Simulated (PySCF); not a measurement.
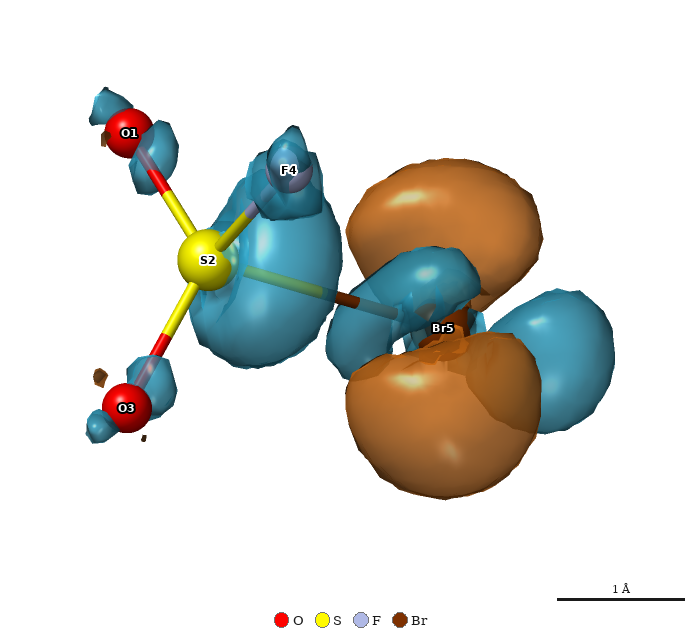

*BrFO₂S, SMILES `O=S(=O)(F)Br`. Unrelaxed difference density of S₁ less the ground state (CIS singlet states), ±0.06 e/Å³; light blue: gain, orange: loss.*

Method: HF/def2-SVPD; geometry: GFN2-xTB; program: PySCF. No frequency check shows the geometry to be a minimum. GFN2-xTB bond lengths at metals and heavier atoms can be off by up to 0.1 Å and shapes distorted, which carries into these values.

> How does the charge move on excitation?

0.68 e is displaced in all, of which about 0.3 e passes between atoms: Br5 (0.32 e) loses electrons and S2 (0.23 e) and F4 (0.04 e) gain them. The state: 5.84 eV (212 nm), f = 0.000 (very weak); the leading pair carries 99 %; hole on Br5 (89 %), electron on Br5 (57 %), S2 (27 %) and O1 and O3 (6 % each); their centroids lie 0.4 Å apart.
